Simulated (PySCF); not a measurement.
# MoO₂: triplet, from a linear start

Aim: relax MoO₂ as a triplet from a linear start, check by its vibrations whether the end is a minimum, and collect its spectrum and constants.

Method: PBE0, basis Mo def2-TZVP with ECP28, O def2-TZVP, scalar-relativistic core potentials, no spin–orbit coupling, density fitting; program: PySCF 2.14.0.

### 1 Where the work starts

3 atoms, charge 0, spin multiplicity 3.

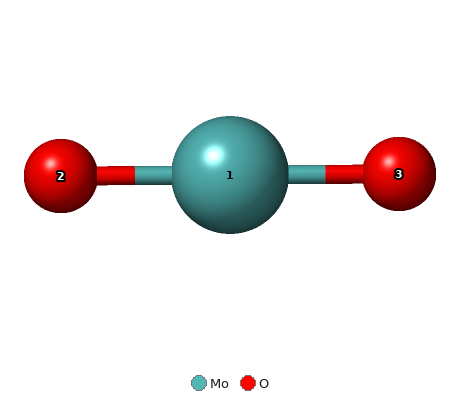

Start geometry, drawn with molybdenum teal, oxygen red; atoms are numbered from 1 in the order of the file.

Coordinates in bohr (charge 0 multiplicity 3):
```
Mo    0.0000    0.0000    0.0000
O     0.0000    0.0000    3.3637
O     0.0000    0.0000   -3.3637
```

### 2 Relaxation: linear start, triplet

One driver script runs all steps and calls PySCF; scf.py shows how it sets up the SCF of each step. The optimiser is the driver's own. Before each start the driver seeks the lowest SCF state from one or more starting densities and follows internal instabilities, so scf.py alone need not reach the same state.

The program finds D∞h symmetry in the start, which this walk keeps.

Contents of scf.py:

```python
from pyscf import gto, scf, dft
mol = gto.M(atom='''
Mo     0.000000     0.000000     0.000000
O      0.000000     0.000000     1.780000
O      0.000000     0.000000    -1.780000''',
    basis={'Mo': 'def2-TZVP', 'O': 'def2-TZVP'},
    ecp={'Mo': 'def2-TZVP'},
    charge=0, spin=2)
mf = dft.UKS(mol, xc='PBE0')
mf.grids.atom_grid = (50, 194)
aux = {'Mo': 'def2-universal-JKFIT', 'O': 'def2-universal-JKFIT'}
mf = mf.density_fit(auxbasis=aux)
mf.kernel()
```

After this run come: Frequencies; Leaving the saddle point; Frequencies.

Q: Predict the outcome of this session. Wanted: minimum; geometry; wavenumbers; dipole moment; highest occupied, lowest empty level; polar-tensor charge of Mo1; zero-point energy; atomisation energy; ⟨S²⟩.

**Answer**, as computed:

```
                                          quantity                             value
                                           minimum                      triplet, C2v
                                          geometry  Mo–O 1.684 Å (×2); O–Mo–O 114.5°
                                wavenumbers (cm⁻¹)     311 (a1), 979 (b2), 1038 (a1)
                                     dipole moment                            4.54 D
highest occupied, lowest empty level (either spin)                   -6.64, -3.57 eV
                        polar-tensor charge of Mo1                           +1.53 e
                                 zero-point energy                       13.9 kJ/mol
                               entropy at 298.15 K                   276.1 J/(mol K)
         atomisation energy (no zero-point energy)                       1089 kJ/mol
                                              ⟨S²⟩                             2.014
```

What this shows: The linear start (D∞h) ends in a minimum of C2v symmetry, after a stop at a second-order saddle point 115.3 kJ/mol higher, from which it was pushed off along an imaginary mode. In the infrared the band at 979 cm⁻¹ (b2, stretch) leads. Most of the spin sits on Mo1 (Mulliken spin 2.02, against 2 for the whole molecule). Other starts or spin states, not run here, may lie lower. Open d and f shells are described by one determinant, and the ground state may have another occupation or spin.
